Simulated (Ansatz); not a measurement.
# H2Br (doublet): PBE, revPBE, r2SCAN over a scan of the distance H1–H2 along a hydrogen transfer, cc-pVTZ, part 2 of 2

Ansatz 0.2.0, Gaussian basis; cc-pVTZ, all electrons in the functionals. Earlier steps stand in the parts before.

## 18. revPBE, 1.263 Å

in.yaml reads:

```yaml
crystal:
  periodic: [false, false, false]
  atoms:
    - {symbol: H, position_ang: [0.000000, 0.000000, -1.380667]}
    - {symbol: H, position_ang: [0.000000, 0.000000, -0.117667]}
    - {symbol: Br, position_ang: [0.000000, 0.000000, 1.498333]}
basis:
  gaussian: {orbitals: cc-pVTZ}
magnetization: {spin_polarized: true, initial_magnetization: 1}
hamiltonian: {xc: {name: revPBE}}
```

Run with:

```
$ ansatz run in.yaml --threads 1 --pin off --events-out ev --progress --plain --max-ram 2393MiB
```

The log of the run (excerpt; [...] marks lines left out):

```text
Functional definition: revPBE
  name "revPBE"
  cite "Zhang & Yang, Phys. Rev. Lett. 80, 890 (1998) doi:10.1103/PhysRevLett.80.890"
  cite "Perdew, Burke & Ernzerhof, Phys. Rev. Lett. 77, 3865 (1996) doi:10.1103/PhysRevLett.77.3865"
[...]
494 factors; their error is unknown
[...]
mean field -70071.73261039 eV, -2575.0886771055 hartree, gradient 1.4e-5 eV, S^2 0.756588; 3 other end points of the search recorded, 0 dependent functions left out
reference -70071.73264741 eV, -2575.0886784659 hartree; 19, 18 occupied and 52, 53 virtual orbitals, 494 factors
Total energy: -70071.73264741 eV, -2575.0886784659 hartree
```

Wall time 2.2 s (1 thread of Arm Neoverse V1, shared host).

From the report: ⟨S²⟩ of the determinant 0.757 (pure doublet: 0.75).

From 0.745 Å: +57.4 kJ/mol.

## 19. revPBE, 1.349 Å

in.yaml reads:

```yaml
crystal:
  periodic: [false, false, false]
  atoms:
    - {symbol: H, position_ang: [0.000000, 0.000000, -1.409333]}
    - {symbol: H, position_ang: [0.000000, 0.000000, -0.060333]}
    - {symbol: Br, position_ang: [0.000000, 0.000000, 1.469667]}
basis:
  gaussian: {orbitals: cc-pVTZ}
magnetization: {spin_polarized: true, initial_magnetization: 1}
hamiltonian: {xc: {name: revPBE}}
```

Launched as before.

The log of the run (excerpt; [...] marks lines left out):

```text
Functional definition: revPBE
  name "revPBE"
  cite "Zhang & Yang, Phys. Rev. Lett. 80, 890 (1998) doi:10.1103/PhysRevLett.80.890"
  cite "Perdew, Burke & Ernzerhof, Phys. Rev. Lett. 77, 3865 (1996) doi:10.1103/PhysRevLett.77.3865"
[...]
494 factors; their error is unknown
[...]
mean field -70071.75267768 eV, -2575.0894145650 hartree, gradient 2.2e-5 eV, S^2 0.754030; 0 other end points of the search recorded, 0 dependent functions left out
reference -70071.75271447 eV, -2575.0894159167 hartree; 19, 18 occupied and 52, 53 virtual orbitals, 494 factors
Total energy: -70071.75271447 eV, -2575.0894159167 hartree
```

Run time: 1.2 s. Hardware: 1 thread of Arm Neoverse V1, shared host.

From the report: ⟨S²⟩ of the determinant 0.754 (pure doublet: 0.75).

From 0.745 Å: +55.4 kJ/mol.

## 20. r2SCAN, 0.693 Å

in.yaml reads:

```yaml
crystal:
  periodic: [false, false, false]
  atoms:
    - {symbol: H, position_ang: [0.000000, 0.000000, -1.190667]}
    - {symbol: H, position_ang: [0.000000, 0.000000, -0.497667]}
    - {symbol: Br, position_ang: [0.000000, 0.000000, 1.688333]}
basis:
  gaussian: {orbitals: cc-pVTZ}
magnetization: {spin_polarized: true, initial_magnetization: 1}
hamiltonian: {xc: {name: r2SCAN}}
```

Launched as before.

The log of the run (excerpt; [...] marks lines left out):

```text
Functional definition: r2SCAN
  name "r2SCAN"
  cite "Furness, Kaplan, Ning, Perdew & Sun, J. Phys. Chem. Lett. 11, 8208 (2020) doi:10.1021/acs.jpclett.0c02405"
  cite "Furness, Kaplan, Ning, Perdew & Sun, J. Phys. Chem. Lett. 11, 9248 (2020) doi:10.1021/acs.jpclett.0c03077"
  parent r2scan
[...]
494 factors; their error is unknown
[...]
mean field -70077.66822908 eV, -2575.3068070693 hartree, gradient 3.7e-6 eV, S^2 0.754617; 4 other end points of the search recorded, 0 dependent functions left out
reference -70077.66823779 eV, -2575.3068073893 hartree; 19, 18 occupied and 52, 53 virtual orbitals, 494 factors
Total energy: -70077.66823779 eV, -2575.3068073893 hartree
```

Run time: 13 s. Hardware: 1 thread of Arm Neoverse V1, shared host.

From the report: ⟨S²⟩ of the determinant 0.755 (pure doublet: 0.75).

## 21. r2SCAN, 0.745 Å

in.yaml reads:

```yaml
crystal:
  periodic: [false, false, false]
  atoms:
    - {symbol: H, position_ang: [0.000000, 0.000000, -1.208000]}
    - {symbol: H, position_ang: [0.000000, 0.000000, -0.463000]}
    - {symbol: Br, position_ang: [0.000000, 0.000000, 1.671000]}
basis:
  gaussian: {orbitals: cc-pVTZ}
magnetization: {spin_polarized: true, initial_magnetization: 1}
hamiltonian: {xc: {name: r2SCAN}}
```

The command is unchanged.

The log of the run (excerpt; [...] marks lines left out):

```text
Functional definition: r2SCAN
  name "r2SCAN"
  cite "Furness, Kaplan, Ning, Perdew & Sun, J. Phys. Chem. Lett. 11, 8208 (2020) doi:10.1021/acs.jpclett.0c02405"
  cite "Furness, Kaplan, Ning, Perdew & Sun, J. Phys. Chem. Lett. 11, 9248 (2020) doi:10.1021/acs.jpclett.0c03077"
  parent r2scan
[...]
494 factors; their error is unknown
[...]
mean field -70077.73677397 eV, -2575.3093260474 hartree, gradient 2.3e-6 eV, S^2 0.755112; 4 other end points of the search recorded, 0 dependent functions left out
reference -70077.73678272 eV, -2575.3093263689 hartree; 19, 18 occupied and 52, 53 virtual orbitals, 494 factors
Total energy: -70077.73678272 eV, -2575.3093263689 hartree
```

It took 12 s on 1 thread of Arm Neoverse V1, shared host.

From the report: ⟨S²⟩ of the determinant 0.755 (pure doublet: 0.75).

## 22. r2SCAN, 0.831 Å

in.yaml reads:

```yaml
crystal:
  periodic: [false, false, false]
  atoms:
    - {symbol: H, position_ang: [0.000000, 0.000000, -1.236667]}
    - {symbol: H, position_ang: [0.000000, 0.000000, -0.405667]}
    - {symbol: Br, position_ang: [0.000000, 0.000000, 1.642333]}
basis:
  gaussian: {orbitals: cc-pVTZ}
magnetization: {spin_polarized: true, initial_magnetization: 1}
hamiltonian: {xc: {name: r2SCAN}}
```

The command is unchanged.

The log of the run (excerpt; [...] marks lines left out):

```text
Functional definition: r2SCAN
  name "r2SCAN"
  cite "Furness, Kaplan, Ning, Perdew & Sun, J. Phys. Chem. Lett. 11, 8208 (2020) doi:10.1021/acs.jpclett.0c02405"
  cite "Furness, Kaplan, Ning, Perdew & Sun, J. Phys. Chem. Lett. 11, 9248 (2020) doi:10.1021/acs.jpclett.0c03077"
  parent r2scan
[...]
494 factors; their error is unknown
[...]
mean field -70077.67830762 eV, -2575.3071774486 hartree, gradient 1.4e-5 eV, S^2 0.756813; 4 other end points of the search recorded, 0 dependent functions left out
reference -70077.67831647 eV, -2575.3071777738 hartree; 19, 18 occupied and 52, 53 virtual orbitals, 494 factors
Total energy: -70077.67831647 eV, -2575.3071777738 hartree
```

Wall time 7.5 s (1 thread of Arm Neoverse V1, shared host).

From the report: ⟨S²⟩ of the determinant 0.757 (pure doublet: 0.75).

From 0.745 Å: +5.6 kJ/mol.

## 23. r2SCAN, 0.918 Å

in.yaml reads:

```yaml
crystal:
  periodic: [false, false, false]
  atoms:
    - {symbol: H, position_ang: [0.000000, 0.000000, -1.265667]}
    - {symbol: H, position_ang: [0.000000, 0.000000, -0.347667]}
    - {symbol: Br, position_ang: [0.000000, 0.000000, 1.613333]}
basis:
  gaussian: {orbitals: cc-pVTZ}
magnetization: {spin_polarized: true, initial_magnetization: 1}
hamiltonian: {xc: {name: r2SCAN}}
```

Same command.

The log of the run (excerpt; [...] marks lines left out):

```text
Functional definition: r2SCAN
  name "r2SCAN"
  cite "Furness, Kaplan, Ning, Perdew & Sun, J. Phys. Chem. Lett. 11, 8208 (2020) doi:10.1021/acs.jpclett.0c02405"
  cite "Furness, Kaplan, Ning, Perdew & Sun, J. Phys. Chem. Lett. 11, 9248 (2020) doi:10.1021/acs.jpclett.0c03077"
  parent r2scan
[...]
494 factors; their error is unknown
[...]
mean field -70077.51315488 eV, -2575.3011081974 hartree, gradient 2.0e-5 eV, S^2 0.760150; 4 other end points of the search recorded, 0 dependent functions left out
reference -70077.51316388 eV, -2575.3011085281 hartree; 19, 18 occupied and 52, 53 virtual orbitals, 494 factors
Total energy: -70077.51316388 eV, -2575.3011085281 hartree
```

It took 6.5 s on 1 thread of Arm Neoverse V1, shared host.

From the report: ⟨S²⟩ of the determinant 0.760 (pure doublet: 0.75).

From 0.745 Å: +21.6 kJ/mol.

## 24. r2SCAN, 1.004 Å

in.yaml reads:

```yaml
crystal:
  periodic: [false, false, false]
  atoms:
    - {symbol: H, position_ang: [0.000000, 0.000000, -1.294333]}
    - {symbol: H, position_ang: [0.000000, 0.000000, -0.290333]}
    - {symbol: Br, position_ang: [0.000000, 0.000000, 1.584667]}
basis:
  gaussian: {orbitals: cc-pVTZ}
magnetization: {spin_polarized: true, initial_magnetization: 1}
hamiltonian: {xc: {name: r2SCAN}}
```

Same command.

The log of the run (excerpt; [...] marks lines left out):

```text
Functional definition: r2SCAN
  name "r2SCAN"
  cite "Furness, Kaplan, Ning, Perdew & Sun, J. Phys. Chem. Lett. 11, 8208 (2020) doi:10.1021/acs.jpclett.0c02405"
  cite "Furness, Kaplan, Ning, Perdew & Sun, J. Phys. Chem. Lett. 11, 9248 (2020) doi:10.1021/acs.jpclett.0c03077"
  parent r2scan
[...]
494 factors; their error is unknown
[...]
mean field -70077.33817651 eV, -2575.2946778610 hartree, gradient 3.2e-5 eV, S^2 0.764633; 4 other end points of the search recorded, 0 dependent functions left out
reference -70077.33818564 eV, -2575.2946781966 hartree; 19, 18 occupied and 52, 53 virtual orbitals, 494 factors
Total energy: -70077.33818564 eV, -2575.2946781966 hartree
```

It took 6.5 s on 1 thread of Arm Neoverse V1, shared host.

From the report: ⟨S²⟩ of the determinant 0.765 (pure doublet: 0.75).

From 0.745 Å: +38.5 kJ/mol.

## 25. r2SCAN, 1.090 Å

in.yaml reads:

```yaml
crystal:
  periodic: [false, false, false]
  atoms:
    - {symbol: H, position_ang: [0.000000, 0.000000, -1.323000]}
    - {symbol: H, position_ang: [0.000000, 0.000000, -0.233000]}
    - {symbol: Br, position_ang: [0.000000, 0.000000, 1.556000]}
basis:
  gaussian: {orbitals: cc-pVTZ}
magnetization: {spin_polarized: true, initial_magnetization: 1}
hamiltonian: {xc: {name: r2SCAN}}
output: {forces: true}
```

Same command.

The log of the run:

```text
Functional definition: r2SCAN
  name "r2SCAN"
  cite "Furness, Kaplan, Ning, Perdew & Sun, J. Phys. Chem. Lett. 11, 8208 (2020) doi:10.1021/acs.jpclett.0c02405"
  cite "Furness, Kaplan, Ning, Perdew & Sun, J. Phys. Chem. Lett. 11, 9248 (2020) doi:10.1021/acs.jpclett.0c03077"
  parent r2scan
  parameter k0 = 0.174
  parameter k1 = 0.065
  parameter a1 = 4.9479
  exchange = r2scan_x(k0 = k0, k1 = k1, a1 = a1)
  correlation = r2scan_c
494 factors; their error is unknown
mean field evaluation 1: about -70076.9958 eV, gradient 5.2e0 eV
mean field evaluation 2: about -70077.1575 eV, gradient 2.9e0 eV
mean field evaluation 4: about -70077.2209 eV, gradient 5.6e-1 eV
mean field evaluation 8: about -70077.2176 eV, gradient 2.4e-2 eV
mean field evaluation 16: about -70075.0562 eV, gradient 9.8e0 eV
mean field -70077.21756684 eV, -2575.2902455372 hartree, gradient 6.7e-5 eV, S^2 0.767350; 4 other end points of the search recorded, 0 dependent functions left out
the calculation of the forces begins
reference -70077.21757603 eV, -2575.2902458749 hartree; 19, 18 occupied and 52, 53 virtual orbitals, 494 factors
Total energy: -70077.21757603 eV, -2575.2902458749 hartree
Atom 0 at     0.000000     0.000000    -1.323000 Å, force     0.000000    -0.000000     2.067512 eV/Å
Atom 1 at     0.000000     0.000000    -0.233000 Å, force    -0.000000     0.000000    -0.934377 eV/Å
Atom 2 at     0.000000     0.000000     1.556000 Å, force     0.000000    -0.000000    -1.133135 eV/Å
Dipole moment:    -0.000000    -0.000000    -0.309132 e Å
```

It took 6 s on 1 thread of Arm Neoverse V1, shared host.

From the report: ⟨S²⟩ of the determinant 0.767 (pure doublet: 0.75).

From 0.745 Å: +50.1 kJ/mol.

## 26. r2SCAN, 1.176 Å

in.yaml reads:

```yaml
crystal:
  periodic: [false, false, false]
  atoms:
    - {symbol: H, position_ang: [0.000000, 0.000000, -1.351667]}
    - {symbol: H, position_ang: [0.000000, 0.000000, -0.175667]}
    - {symbol: Br, position_ang: [0.000000, 0.000000, 1.527333]}
basis:
  gaussian: {orbitals: cc-pVTZ}
magnetization: {spin_polarized: true, initial_magnetization: 1}
hamiltonian: {xc: {name: r2SCAN}}
```

The command is unchanged.

The log of the run (excerpt; [...] marks lines left out):

```text
Functional definition: r2SCAN
  name "r2SCAN"
  cite "Furness, Kaplan, Ning, Perdew & Sun, J. Phys. Chem. Lett. 11, 8208 (2020) doi:10.1021/acs.jpclett.0c02405"
  cite "Furness, Kaplan, Ning, Perdew & Sun, J. Phys. Chem. Lett. 11, 9248 (2020) doi:10.1021/acs.jpclett.0c03077"
  parent r2scan
[...]
494 factors; their error is unknown
[...]
mean field -70077.17843516 eV, -2575.2888074746 hartree, gradient 8.5e-5 eV, S^2 0.765165; 3 other end points of the search recorded, 0 dependent functions left out
reference -70077.17844437 eV, -2575.2888078130 hartree; 19, 18 occupied and 52, 53 virtual orbitals, 494 factors
Total energy: -70077.17844437 eV, -2575.2888078130 hartree
```

Wall time 6 s (1 thread of Arm Neoverse V1, shared host).

From the report: ⟨S²⟩ of the determinant 0.765 (pure doublet: 0.75).

From 0.745 Å: +53.9 kJ/mol.

## 27. r2SCAN, 1.263 Å

in.yaml reads:

```yaml
crystal:
  periodic: [false, false, false]
  atoms:
    - {symbol: H, position_ang: [0.000000, 0.000000, -1.380667]}
    - {symbol: H, position_ang: [0.000000, 0.000000, -0.117667]}
    - {symbol: Br, position_ang: [0.000000, 0.000000, 1.498333]}
basis:
  gaussian: {orbitals: cc-pVTZ}
magnetization: {spin_polarized: true, initial_magnetization: 1}
hamiltonian: {xc: {name: r2SCAN}}
output: {forces: true}
```

Launched as before.

The log of the run:

```text
Functional definition: r2SCAN
  name "r2SCAN"
  cite "Furness, Kaplan, Ning, Perdew & Sun, J. Phys. Chem. Lett. 11, 8208 (2020) doi:10.1021/acs.jpclett.0c02405"
  cite "Furness, Kaplan, Ning, Perdew & Sun, J. Phys. Chem. Lett. 11, 9248 (2020) doi:10.1021/acs.jpclett.0c03077"
  parent r2scan
  parameter k0 = 0.174
  parameter k1 = 0.065
  parameter a1 = 4.9479
  exchange = r2scan_x(k0 = k0, k1 = k1, a1 = a1)
  correlation = r2scan_c
494 factors; their error is unknown
mean field evaluation 1: about -70076.9119 eV, gradient 5.4e0 eV
mean field evaluation 2: about -70077.1363 eV, gradient 3.1e0 eV
mean field evaluation 4: about -70077.2096 eV, gradient 3.2e-1 eV
mean field evaluation 8: about -70077.2033 eV, gradient 1.3e-1 eV
mean field evaluation 16: about -70077.2034 eV, gradient 7.7e-5 eV
mean field -70077.20339476 eV, -2575.2897247230 hartree, gradient 7.7e-5 eV, S^2 0.760134; 0 other end points of the search recorded, 0 dependent functions left out
the calculation of the forces begins
reference -70077.20340402 eV, -2575.2897250633 hartree; 19, 18 occupied and 52, 53 virtual orbitals, 494 factors
Total energy: -70077.20340402 eV, -2575.2897250633 hartree
Atom 0 at     0.000000     0.000000    -1.380667 Å, force    -0.000000    -0.000000     0.896474 eV/Å
Atom 1 at     0.000000     0.000000    -0.117667 Å, force     0.000000     0.000000     0.494031 eV/Å
Atom 2 at     0.000000     0.000000     1.498333 Å, force    -0.000000     0.000000    -1.390505 eV/Å
Dipole moment:     0.000000    -0.000000    -0.320151 e Å
```

Run time: 3.3 s. Hardware: 1 thread of Arm Neoverse V1, shared host.

From the report: ⟨S²⟩ of the determinant 0.760 (pure doublet: 0.75).

From 0.745 Å: +51.5 kJ/mol.

## 28. r2SCAN, 1.349 Å

in.yaml reads:

```yaml
crystal:
  periodic: [false, false, false]
  atoms:
    - {symbol: H, position_ang: [0.000000, 0.000000, -1.409333]}
    - {symbol: H, position_ang: [0.000000, 0.000000, -0.060333]}
    - {symbol: Br, position_ang: [0.000000, 0.000000, 1.469667]}
basis:
  gaussian: {orbitals: cc-pVTZ}
magnetization: {spin_polarized: true, initial_magnetization: 1}
hamiltonian: {xc: {name: r2SCAN}}
```

The command is unchanged.

The log of the run (excerpt; [...] marks lines left out):

```text
Functional definition: r2SCAN
  name "r2SCAN"
  cite "Furness, Kaplan, Ning, Perdew & Sun, J. Phys. Chem. Lett. 11, 8208 (2020) doi:10.1021/acs.jpclett.0c02405"
  cite "Furness, Kaplan, Ning, Perdew & Sun, J. Phys. Chem. Lett. 11, 9248 (2020) doi:10.1021/acs.jpclett.0c03077"
  parent r2scan
[...]
494 factors; their error is unknown
[...]
mean field -70077.24498188 eV, -2575.2912530214 hartree, gradient 1.9e-5 eV, S^2 0.755816; 0 other end points of the search recorded, 0 dependent functions left out
reference -70077.24499120 eV, -2575.2912533639 hartree; 19, 18 occupied and 52, 53 virtual orbitals, 494 factors
Total energy: -70077.24499120 eV, -2575.2912533639 hartree
```

It took 3.1 s on 1 thread of Arm Neoverse V1, shared host.

From the report: ⟨S²⟩ of the determinant 0.756 (pure doublet: 0.75).

From 0.745 Å: +47.5 kJ/mol.

## 29. The comparison

The yardstick is UCCSDT(Q), where the cluster series has nearly closed. It and the other wave-function rows come from earlier runs at the same points. Energies in kJ/mol, counted from 0.745 Å; blanks weren't run or aren't comparable.

| level | 0.693 Å | 0.745 Å | 0.831 Å | 0.918 Å | 1.004 Å | 1.090 Å | 1.176 Å | 1.263 Å | 1.349 Å |
| --- | --- | --- | --- | --- | --- | --- | --- | --- | --- |
| UCCSDT(Q) | 3.9 | 0.0 | 11.5 | 34.5 | 58.9 | 76.9 | 83.7 | 79.9 | 71.5 |
| PBE | 8.8 | 0.0 | 2.4 | 15.9 | 31.5 | 43.6 | 49.4 | 49.2 | 46.8 |
| revPBE | 7.6 | 0.0 | 4.3 | 19.4 | 36.5 | 50.0 | 56.8 | 57.4 | 55.4 |
| r2SCAN | 6.6 | 0.0 | 5.6 | 21.6 | 38.5 | 50.1 | 53.9 | 51.5 | 47.5 |
| RHF | -0.1 | 0.0 | 19.8 | 54.6 | 94.6 | 128.7 | 122.1 | 98.6 | 75.8 |
| UHF | 0.3 | 0.0 | 18.3 | 48.9 | 79.4 | 99.9 | 105.3 | 97.1 | 82.5 |
| RMP2 | 2.8 | 0.0 | 13.8 | 40.2 | 67.9 | 80.8 | 88.3 | 78.2 | 63.9 |
| UMP2 | 2.8 | 0.0 | 13.7 | 40.0 | 68.1 | 87.2 | 89.1 | 76.9 | 61.8 |
| RCCSD | 3.5 | 0.0 | 12.2 | 36.5 | 62.5 | 82.5 | 90.8 | 86.2 | 76.6 |
| RCCSD(T) | 3.8 | 0.0 | 11.6 | 34.8 | 59.3 | 77.3 | 84.2 | 80.4 | 71.7 |
| UCCSD(T) | 3.8 | 0.0 | 11.6 | 34.9 | 59.5 | 77.7 | 84.5 | 80.6 | 71.9 |
| RCCSDT(Q) | 3.9 | 0.0 | 11.4 | 34.5 | 58.8 | 76.7 | 83.5 | 79.7 | 71.3 |
| CASSCF valence | 4.0 | 0.0 | 11.9 | 36.2 | 62.2 | 81.0 | 86.8 | 80.4 | 69.0 |
| NEVPT2 valence | 4.3 | 0.0 | 10.6 | 32.6 | 55.1 | 70.7 | 75.1 | 69.3 | 59.4 |
| MRCISD+Q valence | 3.6 | 0.0 | 11.9 | 35.3 | 59.9 | 78.1 | 85.0 | 81.3 | 72.7 |
| NEVPT2 pair | 4.2 | 0.0 | 10.7 | 32.5 | 54.7 | 69.9 | 74.3 | 69.2 | 60.3 |

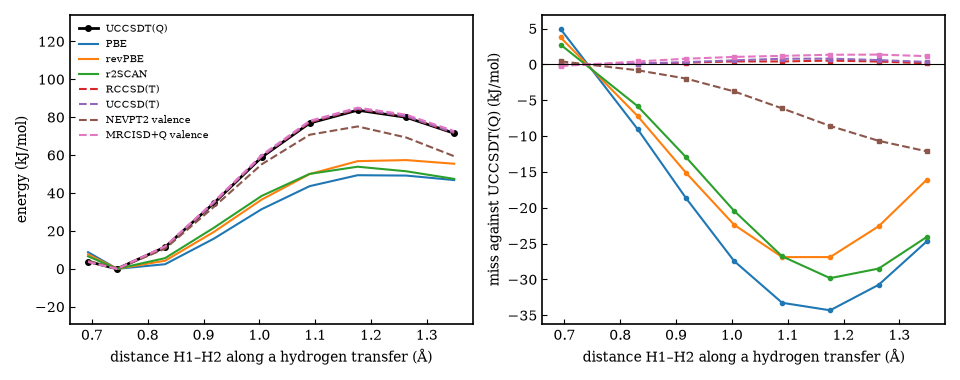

Left: the curves (the axis may cut off levels that run far away). Right: misses against UCCSDT(Q), in the same colours.

Largest miss and mean time a point (UCCSDT(Q) took 64 s a point; shared hosts):

| level | largest miss (kJ/mol) | where | time a point |
| --- | --- | --- | --- |
| PBE | -34.3 | 1.176 Å | 2.5 s |
| revPBE | -26.9 | 1.090 Å | 2.6 s |
| r2SCAN | -29.8 | 1.176 Å | 7 s |
| RHF | +51.8 | 1.090 Å |  |
| UHF | +23.0 | 1.090 Å |  |
| RMP2 | +9.0 | 1.004 Å |  |
| UMP2 | +10.3 | 1.090 Å |  |
| RCCSD | +7.1 | 1.176 Å |  |
| RCCSD(T) | +0.5 | 1.176 Å | 8 s |
| UCCSD(T) | +0.8 | 1.176 Å | 7.2 s |
| RCCSDT(Q) | -0.2 | 1.349 Å | 72 s |
| CASSCF valence | +4.1 | 1.090 Å |  |
| NEVPT2 valence | -12.1 | 1.349 Å | 2.7 s |
| MRCISD+Q valence | +1.4 | 1.263 Å | 3.3 s |
| NEVPT2 pair | -11.2 | 1.349 Å | 4.9 s |

## 30. Results

This closing draws on all 2 parts.

```
                   quantity                   value
span of the UCCSDT(Q) curve             83.7 kJ/mol
          largest miss, PBE  -34.3 kJ/mol (1.176 Å)
       largest miss, revPBE  -26.9 kJ/mol (1.090 Å)
       largest miss, r2SCAN  -29.8 kJ/mol (1.176 Å)
     largest miss, RCCSD(T)   +0.5 kJ/mol (1.176 Å)
     largest miss, UCCSD(T)   +0.8 kJ/mol (1.176 Å)
```

What this shows: Of the functionals, revPBE keep the smallest largest miss at the points compared (at most 26.9 kJ/mol) and PBE strays most (34.3 kJ/mol, at 1.176 Å). Functionals and the yardstick converge differently with the basis, so part of each miss in cc-pVTZ is the basis.
